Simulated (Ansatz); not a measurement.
**AlGeH2 (quartet): one geometry, many settings**

What do other methods and options give for AlGeH2 (quartet) at this geometry, and how long do they take?

Method: the settings change from run to run; program: Ansatz 0.2.0, Gaussian basis.

28 further runs of the same task are left out: 2 for a known fault of the program, 15 that didn't finish, 11 set aside as unsound or not needed. Runs told in other sessions of the task aren't counted.

## (1) The system

The geometry is a PBE0/def2-TZVP stationary point (not a proven minimum) of the parent state, kept for this charge and spin. No spin-orbit coupling is included. The filled d shell of Ge may be among the frozen orbitals whatever the setting's name suggests.

4 atoms, charge 0, spin multiplicity 4.

Atoms are counted from 1 here; the program's logs count them from 0.

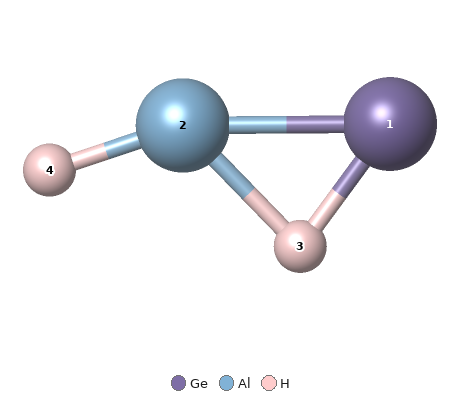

The structure; germanium purple, aluminium light blue, hydrogen pink; atoms are numbered from 1 in the order of the file.

## (2) BCCD on ROHF/STO-3G

The input, in.yaml:

```yaml
crystal:
  periodic: [false, false, false]
  atoms:
    - {symbol: Ge, position_ang: [0.000000, 0.003318, 0.673029]}
    - {symbol: Al, position_ang: [0.000000, -0.073496, -1.676950]}
    - {symbol: H, position_ang: [0.000000, 1.354593, -0.403542]}
    - {symbol: H, position_ang: [0.000000, 0.373709, -3.209907]}
basis:
  gaussian: {orbitals: STO-3G}
magnetization: {spin_polarized: false, initial_magnetization: 3}
correlation: {method: bccd, electrons: outside_noble_gas}
accuracy: high
```

Started as:

```bash
$ ansatz run in.yaml --threads 1 --pin off --events-out ev --progress --plain --max-ram 2393MiB
```

The program printed, cut to the lines that bear on the results:

```text
Functional definition: HF
  name "HF"
  cite "Fock, Z. Phys. 61, 126 (1930) doi:10.1007/BF01340294"
  parent pbe
[...]
419 factors; integrals over basis functions are off by at most 8.9e-9 eV
[...]
mean field -62359.40799965 eV, -2291.6659752623 hartree, gradient 2.9e-8 eV, S^2 3.750000; 9 other end points of the search recorded, 0 dependent functions left out
[...]
determinant -62359.40799965 eV, -2291.6659752623 hartree, with singles and doubles -62361.25613844 eV, -2291.7338931102 hartree
determinant -62358.43721661 eV, -2291.6302996436 hartree, with singles and doubles -62360.41669258 eV, -2291.7030440437 hartree
determinant -62357.09257550 eV, -2291.5808849943 hartree, with singles and doubles -62359.24516044 eV, -2291.6599910316 hartree
determinant -62356.36447963 eV, -2291.5541279645 hartree, with singles and doubles -62358.82101193 eV, -2291.6444038613 hartree
determinant -62355.90992321 eV, -2291.5374233241 hartree, with singles and doubles -62358.25992663 eV, -2291.6237843570 hartree
19 core orbitals not correlated, not the lowest: weight in the atoms' cores, before any rotation towards them, 0.936 or more for the frozen orbitals, at most 0.081 for the correlated occupied ones
reference -62359.40799965 eV, -2291.6659752623 hartree; 6, 3 occupied and 4, 7 virtual orbitals, 419 factors
second order -1.15859574 eV of doubles, -0.03567283 eV of singles
cycle   1  -1.85063194 eV  change   -2.5e-3 eV  update   1.0e-2
[...]
cycle  26  -1.84326532 eV  change   5.9e-11 eV  update  4.8e-10
Total energy: -62361.25126497 eV, -2291.7337140135 hartree
```

Run time: 1.8 s. Hardware: 1 thread of Arm Neoverse V1, shared host.

From the report: correlation -1.8433 eV; largest double amplitude 0.08.

## (3) HF (UHF)/cc-pVDZ

Edit in.yaml of step 2 so:

```diff
@@ -8,5 +8,6 @@
 basis:
-  gaussian: {orbitals: STO-3G}
-magnetization: {spin_polarized: false, initial_magnetization: 3}
-correlation: {method: bccd, electrons: outside_noble_gas}
-accuracy: high
+  gaussian: {orbitals: cc-pVDZ}
+magnetization: {spin_polarized: true, initial_magnetization: 3}
+hamiltonian: {xc: hf}
+scf: {lower_state_search: off}
+output: {orbitals: {seedname: orbitals}}
```

The command is unchanged.

The program printed:

```text
Functional definition: HF
  name "HF"
  cite "Fock, Z. Phys. 61, 126 (1930) doi:10.1007/BF01340294"
  parent pbe
  exchange = exact_x
  correlation = 0
these checks for a lower state are left out or cut short: stability, starts, cluster_reference, orbital_swaps, neighbouring_geometries, increment
596 factors; integrals over basis functions are off by at most 1.1e-3 eV
mean field evaluation 1: about -63082.6022 eV, gradient 6.9e0 eV
mean field evaluation 2: about -63082.6068 eV, gradient 6.9e0 eV
mean field evaluation 4: about -63083.5455 eV, gradient 1.0e0 eV
mean field evaluation 8: about -63083.5940 eV, gradient 2.0e-2 eV
mean field -63083.59399041 eV, -2318.2793195519 hartree, gradient 3.3e-6 eV, S^2 3.770515; 0 other end points of the search recorded, 0 dependent functions left out
reference -63083.59399041 eV, -2318.2793195519 hartree; 25, 22 occupied and 30, 33 virtual orbitals, 596 factors
Total energy: -63083.59399041 eV, -2318.2793195519 hartree
Checks for a lower state left out: stability, starts, cluster_reference, orbital_swaps, neighbouring_geometries, increment
```

It took 0.81 s on 1 thread of Arm Neoverse V1, shared host.

From the report: ⟨S²⟩ of the determinant 3.771 (pure quartet: 3.75).

## (4) HF (UHF)/6-31G

Edit in.yaml of step 3 so:

```diff
@@ -8,6 +8,5 @@
 basis:
-  gaussian: {orbitals: cc-pVDZ}
+  gaussian: {orbitals: 6-31G}
 magnetization: {spin_polarized: true, initial_magnetization: 3}
 hamiltonian: {xc: hf}
-scf: {lower_state_search: off}
-output: {orbitals: {seedname: orbitals}}
+output: {forces: true, orbitals: {seedname: orbitals}}
```

Launched as before.

The program printed, cut to the lines that bear on the results:

```text
Functional definition: HF
  name "HF"
  cite "Fock, Z. Phys. 61, 126 (1930) doi:10.1007/BF01340294"
  parent pbe
[...]
452 factors; integrals over basis functions are off by at most 2.6e-4 eV
[...]
mean field -63073.88610047 eV, -2317.9225611768 hartree, gradient 8.3e-6 eV, S^2 3.766487; 5 other end points of the search recorded, 0 dependent functions left out
[...]
reference -63073.88610047 eV, -2317.9225611768 hartree; 25, 22 occupied and 21, 24 virtual orbitals, 452 factors
Total energy: -63073.88610047 eV, -2317.9225611768 hartree
Atom 0 at     0.000000     0.003318     0.673029 Å, force    -0.000000     0.309777     3.190100 eV/Å
Atom 1 at     0.000000    -0.073496    -1.676950 Å, force     0.000000    -1.341973    -2.579790 eV/Å
Atom 2 at     0.000000     1.354593    -0.403542 Å, force    -0.000000     0.053593    -0.689226 eV/Å
Atom 3 at     0.000000     0.373709    -3.209907 Å, force    -0.000000     0.978603     0.078915 eV/Å
Dipole moment:     0.000000     0.175803     0.051941 e Å
```

Run time: 2.5 s. Hardware: 1 thread of Arm Neoverse V1, shared host.

From the report: ⟨S²⟩ of the determinant 3.766 (pure quartet: 3.75).

## (5) MP2 on ROHF/STO-3G

Edit in.yaml of step 4 so:

```diff
@@ -8,5 +8,5 @@
 basis:
-  gaussian: {orbitals: 6-31G}
-magnetization: {spin_polarized: true, initial_magnetization: 3}
-hamiltonian: {xc: hf}
-output: {forces: true, orbitals: {seedname: orbitals}}
+  gaussian: {orbitals: STO-3G}
+magnetization: {spin_polarized: false, initial_magnetization: 3}
+correlation: {method: mp2, electrons: outside_noble_gas}
+scf: {lower_state_search: off}
```

Launched as before.

The program printed, cut to the lines that bear on the results:

```text
Functional definition: HF
  name "HF"
  cite "Fock, Z. Phys. 61, 126 (1930) doi:10.1007/BF01340294"
  parent pbe
[...]
292 factors; integrals over basis functions are off by at most 6.1e-5 eV
[...]
mean field -62359.40786661 eV, -2291.6659703731 hartree, gradient 2.6e-6 eV, S^2 3.750000; 0 other end points of the search recorded, 0 dependent functions left out
19 core orbitals not correlated, not the lowest: weight in the atoms' cores, before any rotation towards them, 0.936 or more for the frozen orbitals, at most 0.081 for the correlated occupied ones
reference -62359.40786661 eV, -2291.6659703731 hartree; 6, 3 occupied and 4, 7 virtual orbitals, 292 factors
second order -1.15859393 eV of doubles, -0.03567385 eV of singles
Total energy: -62360.60213439 eV, -2291.7098589044 hartree
Checks for a lower state left out: stability, starts, cluster_reference, orbital_swaps, neighbouring_geometries, increment
```

Wall time 0.18 s (1 thread of Arm Neoverse V1, shared host).

## (6) BCCD on UHF/STO-3G

Edit in.yaml of step 5 so:

```diff
@@ -8,5 +8,6 @@
 basis:
-  gaussian: {orbitals: STO-3G}
-magnetization: {spin_polarized: false, initial_magnetization: 3}
-correlation: {method: mp2, electrons: outside_noble_gas}
+  gaussian: {orbitals: STO-3G, fitting: {mean_field: def2-universal-jkfit}}
+magnetization: {spin_polarized: true, initial_magnetization: 3}
+correlation: {method: bccd, electrons: outside_noble_gas}
 scf: {lower_state_search: off}
+output: {forces: true}
```

The command is unchanged.

The program printed, cut to the lines that bear on the results:

```text
Functional definition: HF
  name "HF"
  cite "Fock, Z. Phys. 61, 126 (1930) doi:10.1007/BF01340294"
  parent pbe
[...]
430 factors; integrals over basis functions are off by at most 1.6e-2 eV
[...]
mean field -62359.53867594 eV, -2291.6707775274 hartree, gradient 1.8e-6 eV, S^2 3.778405; 0 other end points of the search recorded, 0 dependent functions left out
19 core orbitals not correlated, not the lowest: weight in the atoms' cores, before any rotation towards them, 0.899 or more for the frozen orbitals, at most 0.087 for the correlated occupied ones
reference -62359.53867594 eV, -2291.6707775274 hartree; 6, 3 occupied and 4, 7 virtual orbitals, 430 factors
second order -1.11353882 eV of doubles, -0.00000000 eV of singles
cycle   1  -1.46864545 eV  change   -3.6e-1 eV  update   6.9e-2
[...]
cycle  16  -1.73514050 eV  change    3.7e-8 eV  update   4.6e-7
[...]
Total energy: -62361.27381644 eV, -2291.7345427648 hartree
Atom 0 at     0.000000     0.003318     0.673029 Å, force    -0.000000     1.220887     0.854184 eV/Å
Atom 1 at     0.000000    -0.073496    -1.676950 Å, force    -0.000000    -1.646244    -1.174269 eV/Å
Atom 2 at     0.000000     1.354593    -0.403542 Å, force     0.000000    -0.929232    -0.611198 eV/Å
Atom 3 at     0.000000     0.373709    -3.209907 Å, force     0.000000     1.354588     0.931282 eV/Å
Dipole moment:    -0.000000     0.112573    -0.244379 e Å
Checks for a lower state left out: starts, cluster_reference, orbital_swaps, neighbouring_geometries, increment
```

Wall time 0.72 s (1 thread of Arm Neoverse V1, shared host).

From the report: ⟨S²⟩ of the determinant 3.778 (pure quartet: 3.75); correlation -1.7351 eV; largest double amplitude 0.08.

## (7) MP2 on UHF/cc-pVDZ

Edit in.yaml of step 6 so:

```diff
@@ -8,5 +8,5 @@
 basis:
-  gaussian: {orbitals: STO-3G, fitting: {mean_field: def2-universal-jkfit}}
+  gaussian: {orbitals: cc-pVDZ}
 magnetization: {spin_polarized: true, initial_magnetization: 3}
-correlation: {method: bccd, electrons: outside_noble_gas}
+correlation: {method: mp2, electrons: valence}
 scf: {lower_state_search: off}
```

The command is unchanged.

The program printed, cut to the lines that bear on the results:

```text
Functional definition: HF
  name "HF"
  cite "Fock, Z. Phys. 61, 126 (1930) doi:10.1007/BF01340294"
  parent pbe
[...]
596 factors; integrals over basis functions are off by at most 1.1e-3 eV
[...]
mean field -63083.59399041 eV, -2318.2793195519 hartree, gradient 3.3e-6 eV, S^2 3.770515; 0 other end points of the search recorded, 0 dependent functions left out
14 core orbitals not correlated: weight in the atoms' cores, before any rotation towards them, 1.000 or more for the frozen orbitals, at most 0.000 for the correlated occupied ones
reference -63083.59399041 eV, -2318.2793195519 hartree; 11, 8 occupied and 30, 33 virtual orbitals, 596 factors
second order -3.66677043 eV of doubles, -0.00000000 eV of singles
[...]
Total energy: -63087.26076085 eV, -2318.4140708799 hartree
Atom 0 at     0.000000     0.003318     0.673029 Å, force     0.000000     0.658984     2.462795 eV/Å
Atom 1 at     0.000000    -0.073496    -1.676950 Å, force    -0.000000    -1.124557    -2.141731 eV/Å
Atom 2 at     0.000000     1.354593    -0.403542 Å, force     0.000000    -0.452050    -0.488660 eV/Å
Atom 3 at     0.000000     0.373709    -3.209907 Å, force     0.000000     0.917623     0.167596 eV/Å
Dipole moment:    -0.000000     0.185635     0.142738 e Å
Checks for a lower state left out: starts, cluster_reference, orbital_swaps, neighbouring_geometries, increment
```

Wall time 2.1 s (1 thread of Arm Neoverse V1, shared host).

From the report: ⟨S²⟩ of the determinant 3.771 (pure quartet: 3.75).

## (8) BCCD(T) on UHF/cc-pVDZ

Edit in.yaml of step 7 so:

```diff
@@ -10,4 +10,2 @@
 magnetization: {spin_polarized: true, initial_magnetization: 3}
-correlation: {method: mp2, electrons: valence}
-scf: {lower_state_search: off}
-output: {forces: true}
+correlation: {method: bccd_t, electrons: outside_noble_gas, diis_vectors: 2}
```

The command is unchanged.

The program printed, cut to the lines that bear on the results:

```text
Functional definition: HF
  name "HF"
  cite "Fock, Z. Phys. 61, 126 (1930) doi:10.1007/BF01340294"
  parent pbe
[...]
596 factors; integrals over basis functions are off by at most 1.1e-3 eV
[...]
mean field -63083.59399041 eV, -2318.2793195519 hartree, gradient 3.3e-6 eV, S^2 3.770515; 12 other end points of the search recorded, 0 dependent functions left out
determinant -63083.59399041 eV, -2318.2793195519 hartree, with singles and doubles -63087.66760680 eV, -2318.4290221930 hartree
determinant -63083.21707340 eV, -2318.2654681070 hartree, with singles and doubles -63087.24543014 eV, -2318.4135074870 hartree
determinant -63081.92710670 eV, -2318.2180627053 hartree, with singles and doubles -63086.21439672 eV, -2318.3756177075 hartree
determinant -63081.17742013 eV, -2318.1905122321 hartree, with singles and doubles -63085.42419736 eV, -2318.3465784167 hartree
[...]
determinant -63080.35077482 eV, -2318.1601335772 hartree, with singles and doubles -63084.67165469 eV, -2318.3189229834 hartree
determinant -63083.59399041 eV, -2318.2793195519 hartree, with singles and doubles -63087.66865471 eV, -2318.4290607029 hartree
determinant -63083.21707340 eV, -2318.2654681070 hartree, with singles and doubles -63087.24585054 eV, -2318.4135229362 hartree
19 core orbitals not correlated: weight in the atoms' cores, before any rotation towards them, 1.000 or more for the frozen orbitals, at most 0.000 for the correlated occupied ones
reference -63083.59399041 eV, -2318.2793195519 hartree; 6, 3 occupied and 30, 33 virtual orbitals, 596 factors
second order -3.16688478 eV of doubles, -0.00000000 eV of singles
cycle   1  -4.06993803 eV  change    4.7e-3 eV  update   7.4e-3
[...]
cycle  13  -4.06636626 eV  change   -6.9e-8 eV  update   1.0e-5
perturbative correction -0.14152049 eV, -0.0052007821 hartree
Total energy: -63087.80187716 eV, -2318.4339565376 hartree
```

It took 12 s on 1 thread of Arm Neoverse V1, shared host.

From the report: ⟨S²⟩ of the determinant 3.771 (pure quartet: 3.75); correlation -4.2079 eV; largest double amplitude 0.05.

## (9) MRCISD+Q(relaxed)(5,4)/STO-3G

The input, in.yaml:

```yaml
crystal:
  periodic: [false, false, false]
  atoms:
    - {symbol: Ge, position_ang: [0.000000, 0.003318, 0.673029]}
    - {symbol: Al, position_ang: [0.000000, -0.073496, -1.676950]}
    - {symbol: H, position_ang: [0.000000, 1.354593, -0.403542]}
    - {symbol: H, position_ang: [0.000000, 0.373709, -3.209907]}
basis:
  gaussian: {orbitals: STO-3G, point_charges: [{charge: 1.00, position_ang: [3.605, 0.790, -0.779]}]}
magnetization: {spin_polarized: false, initial_magnetization: 3}
correlation: {method: fic_mrcisd_q_relaxed, electrons: outside_noble_gas, active_space: {window: {electrons: 5, orbitals: 4}}}
accuracy: high
```

The command is unchanged.

The program printed, cut to the lines that bear on the results:

```text
Functional definition: HF
  name "HF"
  cite "Fock, Z. Phys. 61, 126 (1930) doi:10.1007/BF01340294"
  parent pbe
[...]
419 factors; integrals over basis functions are off by at most 1.5e-8 eV
[...]
mean field -62359.20219060 eV, -2291.6584119192 hartree, gradient 2.3e-8 eV, S^2 3.750000; 4 other end points of the search recorded, 0 dependent functions left out
reference -62359.20219060 eV, -2291.6584119192 hartree; 25, 22 occupied and 4, 7 virtual orbitals, 419 factors
state -62359.20219060 eV, -2291.6584119192 hartree
contracted CI cycle   1: correlation 0.00000000 eV, 0.0000000000 hartree, residual 7.07e0 eV
contracted CI cycle   2: correlation -1.66772247 eV, -0.0612876703 hartree, residual 1.62e0 eV
contracted CI cycle   3: correlation -1.77708613 eV, -0.0653067105 hartree, residual 6.86e-1 eV
contracted CI cycle   4: correlation -1.79774950 eV, -0.0660660755 hartree, residual 3.12e-1 eV
[...]
contracted CI cycle   9: correlation -1.80271623 eV, -0.0662485995 hartree, residual 7.12e-3 eV
contracted CI cycle  10: correlation -1.80271896 eV, -0.0662486998 hartree, residual 3.98e-3 eV
contracted CI cycle  11: correlation -1.80271996 eV, -0.0662487365 hartree, residual 2.50e-3 eV
contracted CI cycle  12: correlation -1.80272028 eV, -0.0662487485 hartree, residual 1.18e-3 eV
contracted CI cycle  13: correlation -1.80272035 eV, -0.0662487509 hartree, residual 4.97e-4 eV
contracted CI cycle  14: correlation -1.80272036 eV, -0.0662487513 hartree, residual 2.10e-4 eV
contracted CI cycle  15: correlation -1.80272036 eV, -0.0662487514 hartree, residual 9.55e-5 eV
contracted CI cycle  16: correlation -1.80272036 eV, -0.0662487514 hartree, residual 4.36e-5 eV
state -62359.20219060 eV, -2291.6584119192 hartree; corrected -62361.15265735 eV, -2291.7300902502 hartree
WARN: 1 active orbitals are nearly empty or full. The corrections depend on them more than the energy does, and are more stable in an active space without them
Total energy: -62361.15265735 eV, -2291.7300902502 hartree
```

It took 1.6 s on 1 thread of Arm Neoverse V1, shared host.

From the report: 4 determinants; active occupations 2.00, 1.00, 1.00, 1.00. The report marks this result as in doubt.

## (10) MRCISD+Q(5,5)/STO-3G

The input, in.yaml:

```yaml
crystal:
  periodic: [false, false, false]
  atoms:
    - {symbol: Ge, position_ang: [0.000000, 0.003318, 0.673029]}
    - {symbol: Al, position_ang: [0.000000, -0.073496, -1.676950]}
    - {symbol: H, position_ang: [0.000000, 1.354593, -0.403542]}
    - {symbol: H, position_ang: [0.000000, 0.373709, -3.209907]}
basis:
  gaussian: {orbitals: STO-3G}
magnetization: {spin_polarized: false, initial_magnetization: 3}
correlation: {method: fic_mrcisd_q, electrons: all, active_space: {window: {electrons: 5, orbitals: 5}, states: [{multiplicity: 4, weights: [1, 1, 1, 1]}], root: 1}}
```

The command is unchanged.

The program printed, cut to the lines that bear on the results:

```text
Functional definition: HF
  name "HF"
  cite "Fock, Z. Phys. 61, 126 (1930) doi:10.1007/BF01340294"
  parent pbe
[...]
403 factors; integrals over basis functions are off by at most 3.7e-8 eV
[...]
mean field -62359.40799958 eV, -2291.6659752595 hartree, gradient 1.1e-6 eV, S^2 3.750000; 6 other end points of the search recorded, 0 dependent functions left out
reference -62359.40799958 eV, -2291.6659752595 hartree; 25, 22 occupied and 4, 7 virtual orbitals, 403 factors
state -62359.21662409 eV, -2291.6589423400 hartree
state -62358.57154907 eV, -2291.6352362705 hartree
state -62357.15092464 eV, -2291.5830292856 hartree
state -62356.44487030 eV, -2291.5570822670 hartree
contracted CI cycle   1: correlation 0.00000000 eV, 0.0000000000 hartree, residual 9.76e0 eV
contracted CI cycle   2: correlation -1.99523142 eV, -0.0733234022 hartree, residual 3.18e0 eV
[...]
contracted CI cycle   3: correlation -2.04078050 eV, -0.0749973000 hartree, residual 8.51e-1 eV
contracted CI cycle   4: correlation -2.05703439 eV, -0.0755946196 hartree, residual 4.05e-1 eV
contracted CI cycle   5: correlation -2.06188896 eV, -0.0757730215 hartree, residual 2.79e-1 eV
contracted CI cycle   6: correlation -2.06352986 eV, -0.0758333237 hartree, residual 1.50e-1 eV
contracted CI cycle   7: correlation -2.06403400 eV, -0.0758518503 hartree, residual 8.07e-2 eV
contracted CI cycle   8: correlation -2.06413470 eV, -0.0758555509 hartree, residual 3.01e-2 eV
contracted CI cycle   9: correlation -2.06415231 eV, -0.0758561983 hartree, residual 1.34e-2 eV
contracted CI cycle  10: correlation -2.06415529 eV, -0.0758563076 hartree, residual 5.63e-3 eV
contracted CI cycle  11: correlation -2.06415580 eV, -0.0758563264 hartree, residual 2.21e-3 eV
state -62356.44487030 eV, -2291.5570822670 hartree; corrected -62358.70755608 eV, -2291.6402344358 hartree
Total energy: -62360.72899250 eV, -2291.7145208540 hartree
```

Wall time 2.3 s (1 thread of Arm Neoverse V1, shared host).

From the report: 12 determinants; active occupations (of the averaged states) 1.50, 1.43, 1.02, 0.55, 0.49.

## (11) All runs side by side

Where basis and cores are those of an earlier UCCSDT(Q)/cc-pVDZ run (-63087.8458 eV), and the records show the same count of frozen orbitals and kind of state, the miss against it is given; a blank cell means that this couldn't be shown. † marks a result that the program doubts.

| level | correlated | functions | energy (eV) | from UCCSDT(Q) (meV) | time |
| --- | --- | --- | --- | --- | --- |
| BCCD on ROHF/STO-3G | outside noble gas | 29 | -62361.2513 |  | 1.8 s |
| HF (UHF)/cc-pVDZ |  | 55 | -63083.5940 | 4251.8 | 0.81 s |
| HF (UHF)/6-31G |  | 46 | -63073.8861 |  | 2.5 s |
| MP2 on ROHF/STO-3G | outside noble gas | 29 | -62360.6021 |  | 0.18 s |
| BCCD on UHF/STO-3G | outside noble gas | 29 | -62361.2738 |  | 0.72 s |
| MP2 on UHF/cc-pVDZ | valence | 55 | -63087.2608 |  | 2.1 s |
| BCCD(T) on UHF/cc-pVDZ | outside noble gas | 55 | -63087.8019 | 43.9 | 12 s |
| MRCISD+Q(relaxed)(5,4)/STO-3G (beside a point charge) † | outside noble gas | 29 | -62361.1527 |  | 1.6 s |
| MRCISD+Q(5,5)/STO-3G (excited root 1 of an average) | all | 29 | -62360.7290 |  | 2.3 s |

## (12) What came out

| quantity | value |
| --- | --- |
| runs | 9 |
| quickest | MP2 on ROHF/STO-3G, 0.18 s |
| slowest | BCCD(T) on UHF/cc-pVDZ, 12 s |

What this shows: Total energies in different bases, with other cores or another treatment of relativity can't be set against each other. «valence» and «outside noble gas» are the program's key words; the logs give how many orbitals each freezes, and for Ga to Kr the 3d shell needn't follow the word's plain sense. BCCD(T) on UHF/cc-pVDZ took 64 times as long as MP2 on ROHF/STO-3G; the jobs differ in more than the method. Hartree-Fock, CASSCF and CASCI lack dynamic correlation by design.
